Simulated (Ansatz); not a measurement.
**CH₉NSi (built from SMILES C.N[SiH3]): a reaction path by the nudged elastic band**

Aim: the minimum-energy path between two given structures and its highest point. Both ends were relaxed at PBE0-D4 in triple zeta.

Program: Ansatz 0.2.0, Gaussian basis. Level of theory: PBE0-D4/def2-SVP. These are calculated values, not measurements.

22 further runs of the same task are left out: 22 set aside as unsound or not needed.

**1. Where the work starts**

The first end: 12 atoms, charge 0, spin multiplicity 1.

Atoms are counted from 1 here; the program's logs count them from 0.

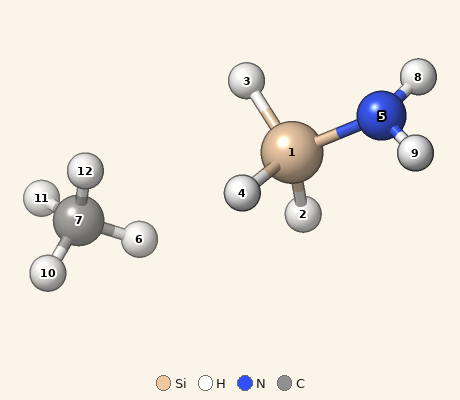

As it starts; silicon light orange, hydrogen white, nitrogen blue, carbon grey; atoms are numbered from 1 in the order of the file.

Coordinates:

```xyz
12
charge 0, multiplicity 1
Si    0.67729    0.23662   -0.97849
H     1.01709   -1.12809   -0.47377
H    -0.76390    0.22833   -1.33849
H     0.93479    1.19395    0.12770
N     1.56186    0.76880   -2.35408
H    -0.73921   -1.17509    1.61348
C    -1.46911   -0.53270    2.10630
H     1.38349    0.35431   -3.25458
H     2.53518    1.01043   -2.26010
H    -1.10141   -0.25907    3.09485
H    -2.41402   -1.06673    2.20313
H    -1.62205    0.36934    1.51416
```

The second end:

```mol
CH9NSi
  3D, bonds by distance, orders not assigned

 12 10  0  0  0  0  0  0  0  0999 V2000
    0.3998    0.1146   -0.4272 Si  0  0
    0.4592   -2.8662    1.1862 H   0  0
    0.1303   -1.2332   -1.0011 H   0  0
    1.6933    0.0970    0.3096 H   0  0
    0.5948    1.1918   -1.7547 N   0  0
    0.5085   -2.9515    1.9261 H   0  0
   -0.9672    0.5241    0.7828 C   0  0
   -0.0696    1.2012   -2.5109 H   0  0
    1.0060    2.1010   -1.6224 H   0  0
   -1.0070   -0.2207    1.5831 H   0  0
   -1.9414    0.5386    0.2871 H   0  0
   -0.8067    1.5034    1.2414 H   0  0
  1  3  8  0
  1  4  8  0
  1  5  8  0
  1  7  8  0
  2  6  8  0
  5  8  8  0
  5  9  8  0
  7 10  8  0
  7 11  8  0
  7 12  8  0
M  END
```

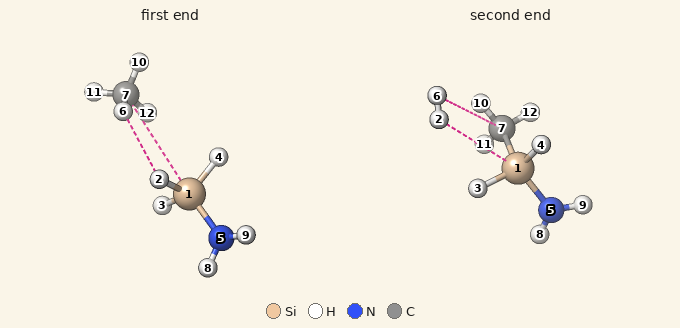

The two ends; dashed lines mark the contacts followed along the path.

**2. The band at PBE0-D4/def2-SVP**

File neb/in.yaml:

```yaml
crystal:
  periodic: [false, false, false]
  atoms:
    - {symbol: Si, position_ang: [0.677288, 0.236624, -0.978491]}
    - {symbol: H, position_ang: [1.017091, -1.128094, -0.473772]}
    - {symbol: H, position_ang: [-0.763902, 0.228329, -1.338495]}
    - {symbol: H, position_ang: [0.934794, 1.193953, 0.127700]}
    - {symbol: N, position_ang: [1.561863, 0.768804, -2.354085]}
    - {symbol: H, position_ang: [-0.739208, -1.175092, 1.613484]}
    - {symbol: C, position_ang: [-1.469109, -0.532696, 2.106301]}
    - {symbol: H, position_ang: [1.383491, 0.354306, -3.254581]}
    - {symbol: H, position_ang: [2.535176, 1.010427, -2.260103]}
    - {symbol: H, position_ang: [-1.101411, -0.259071, 3.094851]}
    - {symbol: H, position_ang: [-2.414022, -1.066735, 2.203134]}
    - {symbol: H, position_ang: [-1.622051, 0.369345, 1.514158]}
basis:
  gaussian: {orbitals: def2-SVP}
hamiltonian: {xc: pbe0, dispersion: d4}
neb:
  images: 5
  climbing: true
  max_iterations: 40
  initial_path: idpp
  final_atoms:
    - {symbol: Si, position_ang: [0.399822, 0.114608, -0.427152]}
    - {symbol: H, position_ang: [0.459173, -2.866227, 1.186210]}
    - {symbol: H, position_ang: [0.130317, -1.233194, -1.001106]}
    - {symbol: H, position_ang: [1.693251, 0.097001, 0.309625]}
    - {symbol: N, position_ang: [0.594810, 1.191809, -1.754718]}
    - {symbol: H, position_ang: [0.508532, -2.951456, 1.926069]}
    - {symbol: C, position_ang: [-0.967196, 0.524104, 0.782841]}
    - {symbol: H, position_ang: [-0.069643, 1.201188, -2.510854]}
    - {symbol: H, position_ang: [1.006047, 2.101014, -1.622361]}
    - {symbol: H, position_ang: [-1.007045, -0.220716, 1.583057]}
    - {symbol: H, position_ang: [-1.941414, 0.538572, 0.287064]}
    - {symbol: H, position_ang: [-0.806653, 1.503397, 1.241423]}
```

Run with:

```console
ansatz run in.yaml --threads 4 --pin off --events-out ev --progress --plain --max-ram 9574MiB
```

The program printed:

```text
Functional definition: PBE0
  name "PBE0"
  cite "Adamo & Barone, J. Chem. Phys. 110, 6158 (1999) doi:10.1063/1.478522"
  cite "Perdew, Burke & Ernzerhof, Phys. Rev. Lett. 77, 3865 (1996) doi:10.1103/PhysRevLett.77.3865"
  parent pbe
  parameter a = 0.25
  parameter kappa = 0.804
  parameter beta = 0.06672455060314922
  exchange = (1 - a)*pbe_x(kappa = kappa, mu = beta*pi^2/3) + a*exact_x
  correlation = pbe_c(beta = beta)
990 factors; integrals over basis functions are off by at most 3.6e-4 eV
mean field evaluation 1: about -10532.8666 eV, gradient 6.0e1 eV
mean field evaluation 2: about -10527.7044 eV, gradient 7.5e1 eV
mean field evaluation 4: about -10540.6364 eV, gradient 2.7e0 eV
mean field evaluation 8: about -10540.6637 eV, gradient 5.7e-2 eV
mean field -10540.66374528 eV, -387.3622479204 hartree, gradient 5.0e-6 eV, S^2 0.000000; 0 other end points of the search recorded, 0 dependent functions left out
the calculation of the forces begins
reference -10540.66377487 eV, -387.3622490079 hartree; 18, 18 occupied and 73, 73 virtual orbitals, 990 factors
[... from here to the last solve, the lines of the solves are left out (142 solves) ...]
WARN: NEB end point (image 0): max|allowed force component| = 2.886e-1 eV/Å (the criterion of neb.relax_end_points is 1.000e-2). That is over neb.f_tol: it is no minimum, so the barrier can be far off. Relax it first
WARN: NEB end point (image 6): max|allowed force component| = 5.396e-1 eV/Å (the criterion of neb.relax_end_points is 1.000e-2). That is over neb.f_tol: it is no minimum, so the barrier can be far off. Relax it first
NEB iter   1: max|band force component| = 4.788e0 eV/Å  barrier→ = 8.0357 eV  barrier← = 7.7110 eV  Δτ_max = 0.2000 Å  (173 SCF iters)
NEB iter   2: max|band force component| = 4.662e0 eV/Å  barrier→ = 7.0201 eV  barrier← = 6.6954 eV  Δτ_max = 0.2000 Å  (137 SCF iters)
NEB iter   3: max|band force component| = 5.336e0 eV/Å  barrier→ = 5.6482 eV  barrier← = 5.3235 eV  Δτ_max = 0.1008 Å  (136 SCF iters)
NEB iter   4: max|band force component| = 3.655e0 eV/Å  barrier→ = 4.8986 eV  barrier← = 4.5739 eV  Δτ_max = 0.1011 Å  (128 SCF iters)
NEB iter   5: max|band force component| = 2.856e0 eV/Å  barrier→ = 4.0584 eV  barrier← = 3.7337 eV  Δτ_max = 0.2000 Å  (125 SCF iters)
NEB iter   6: max|band force component| = 5.606e0 eV/Å  barrier→ = 3.4609 eV  barrier← = 3.1361 eV  Δτ_max = 0.1028 Å  (131 SCF iters)
NEB iter   7: max|band force component| = 1.185e0 eV/Å  barrier→ = 2.6392 eV  barrier← = 2.3145 eV  Δτ_max = 0.2000 Å  (120 SCF iters)
NEB iter   8: max|band force component| = 7.546e-1 eV/Å  barrier→ = 2.4380 eV  barrier← = 2.1133 eV  Δτ_max = 0.2000 Å  (121 SCF iters)
NEB iter   9: max|band force component| = 7.176e-1 eV/Å  barrier→ = 2.3631 eV  barrier← = 2.0384 eV  CI = image 3  Δτ_max = 0.1986 Å  (119 SCF iters)
NEB iter  10: max|band force component| = 6.700e-1 eV/Å  barrier→ = 2.3654 eV  barrier← = 2.0406 eV  CI = image 3  Δτ_max = 0.1998 Å  (117 SCF iters)
NEB iter  11: max|band force component| = 8.931e-1 eV/Å  barrier→ = 2.2044 eV  barrier← = 1.8797 eV  CI = image 3  Δτ_max = 0.2000 Å  (124 SCF iters)
NEB iter  12: max|band force component| = 9.881e-1 eV/Å  barrier→ = 2.1150 eV  barrier← = 1.7903 eV  CI = image 3  Δτ_max = 0.2000 Å  (123 SCF iters)
NEB iter  13: max|band force component| = 1.047e0 eV/Å  barrier→ = 2.7668 eV  barrier← = 2.4421 eV  CI = image 3  Δτ_max = 0.1002 Å  (124 SCF iters)
NEB iter  14: max|band force component| = 6.937e-1 eV/Å  barrier→ = 2.8719 eV  barrier← = 2.5472 eV  CI = image 3  Δτ_max = 0.1496 Å  (118 SCF iters)
NEB iter  15: max|band force component| = 6.991e-1 eV/Å  barrier→ = 2.9877 eV  barrier← = 2.6630 eV  CI = image 3  Δτ_max = 0.0739 Å  (120 SCF iters)
NEB iter  16: max|band force component| = 4.806e-1 eV/Å  barrier→ = 2.9294 eV  barrier← = 2.6046 eV  CI = image 3  Δτ_max = 0.1331 Å  (114 SCF iters)
NEB iter  17: max|band force component| = 2.995e-1 eV/Å  barrier→ = 2.9156 eV  barrier← = 2.5909 eV  CI = image 3  Δτ_max = 0.0710 Å  (118 SCF iters)
NEB iter  18: max|band force component| = 1.198e-1 eV/Å  barrier→ = 2.8952 eV  barrier← = 2.5705 eV  CI = image 3  Δτ_max = 0.0316 Å  (114 SCF iters)
NEB iter  19: max|band force component| = 7.861e-2 eV/Å  barrier→ = 2.8922 eV  barrier← = 2.5674 eV  CI = image 3  Δτ_max = 0.0182 Å  (113 SCF iters)
992 factors; integrals over basis functions are off by at most 7.1e-4 eV
mean field -10537.78351435 eV, -387.2564013860 hartree, gradient 2.7e-6 eV, S^2 0.000000; 0 other end points of the search recorded, 0 dependent functions left out
the calculation of the forces begins
reference -10537.78354270 eV, -387.2564024280 hartree; 18, 18 occupied and 73, 73 virtual orbitals, 992 factors
NEB iter  20: max|band force component| = 4.227e-2 eV/Å  barrier→ = 2.8913 eV  barrier← = 2.5666 eV  CI = image 3  CI's point: of a kind that is not told: the force calls were inconclusive, a negative curvature could not be distinguished from the path's own, the only one lies far off the path, or fixed occupations may fill a level only in part  Δτ_max = 0.0000 Å  (926 SCF iters)
Total energy: -10537.89466281 eV, -387.2604860166 hartree
Atom 0 at     0.451735    -0.262493    -0.366285 Å, force     0.026530     0.002491     0.008706 eV/Å
Atom 1 at     0.648048    -1.668808     0.566015 Å, force     0.022143    -0.014859    -0.020594 eV/Å
Atom 2 at    -0.585243    -1.064946    -1.093199 Å, force    -0.018182    -0.011534    -0.005155 eV/Å
Atom 3 at     1.517177     0.298589     0.527152 Å, force     0.016815     0.012589     0.006425 eV/Å
Atom 4 at     0.837585     0.745001    -1.717839 Å, force    -0.011726     0.003911    -0.017065 eV/Å
Atom 5 at    -0.115326    -1.031022     1.023085 Å, force    -0.017058    -0.014333     0.023210 eV/Å
Atom 6 at    -0.966024     0.063190     1.204421 Å, force    -0.014357     0.019967    -0.006507 eV/Å
Atom 7 at     0.375822     0.670487    -2.617666 Å, force    -0.004603    -0.000119     0.003425 eV/Å
Atom 8 at     1.567817     1.448447    -1.705765 Å, force     0.002560    -0.002083     0.016059 eV/Å
Atom 9 at    -0.617118     0.299545     2.221222 Å, force     0.002738    -0.000263    -0.005821 eV/Å
Atom 10 at    -1.895442    -0.525486     1.228551 Å, force    -0.004748     0.003612     0.001758 eV/Å
Atom 11 at    -1.219033     1.027595     0.730409 Å, force    -0.000113     0.000622    -0.004441 eV/Å
Dipole moment:    -0.107711     0.233381    -0.058832 e Å
```

It took 100 s on 4 threads of Arm Neoverse V2, shared host.

The last band:

```
image  path (Å)  energy (kJ/mol)  Si1–C7 (Å)  H2–H6 (Å)  Si1–H2 (Å)  H6–C7 (Å)
    0      0.00              0.0        3.84       2.73        1.49       1.09
    1      1.61              3.1        3.62       3.24        1.51       1.10
    2      3.21             63.9        2.89       2.36        1.51       1.10
    3      4.82            279.0        2.14       1.09        1.70       1.40
    4      6.17             75.8        1.91       0.76        2.40       2.27
    5      7.52             37.1        1.88       0.76        3.06       3.11
    6      8.88             31.3        1.87       0.75        3.39       3.95
```

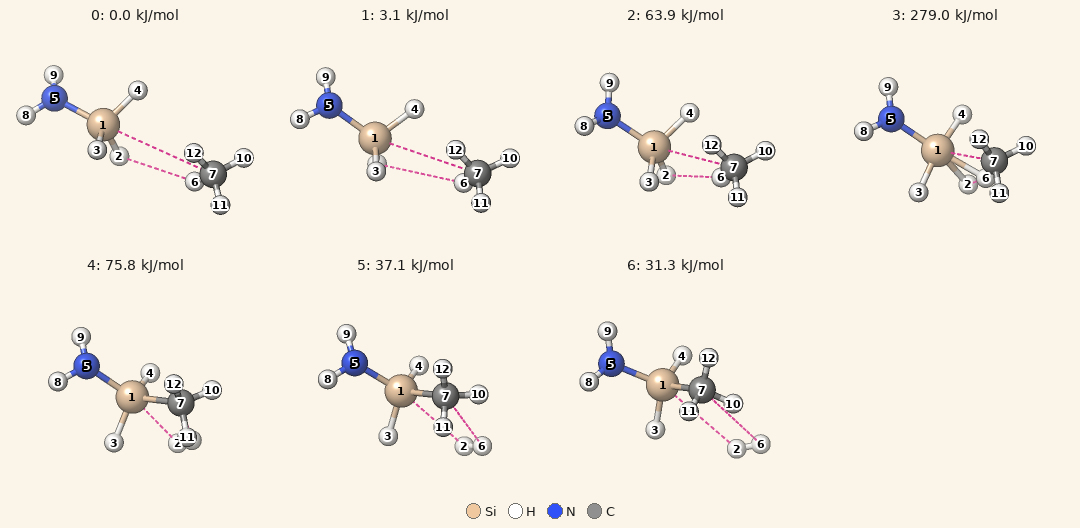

The images of the last band.

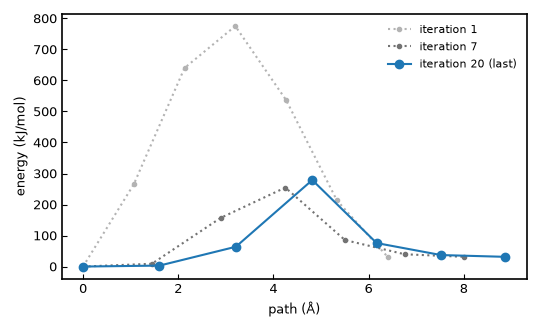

Energy along the path.

The highest image, 3:

```xyz
12
charge 0, multiplicity 1
Si    0.4517   -0.2625   -0.3663
H     0.6480   -1.6688    0.5660
H    -0.5852   -1.0649   -1.0932
H     1.5172    0.2986    0.5272
N     0.8376    0.7450   -1.7178
H    -0.1153   -1.0310    1.0231
C    -0.9660    0.0632    1.2044
H     0.3758    0.6705   -2.6177
H     1.5678    1.4484   -1.7058
H    -0.6171    0.2995    2.2212
H    -1.8954   -0.5255    1.2286
H    -1.2190    1.0276    0.7304
```

**3. What came out**

```
                                                                       quantity                                                  value
                                                PBE0-D4/def2-SVP, 20 iterations  highest 279.0 kJ/mol (image 3), last end +31.3 kJ/mol
from earlier runs: barrier over the separately found saddle, CCSD(T)/def2-TZVPP                                           309.7 kJ/mol
```

The highest image lies 279.0 kJ/mol above the first end, and it climbed, so it estimates the saddle. The ends are not quite minima at this level (largest force component 0.54 eV/Å), so the heights are unreliable: relaxing the first end would lower it and raise the barrier above it. The highest image is 30.7 kJ/mol below the CCSD(T) barrier in triple zeta, which comes from separate runs on the saddle.
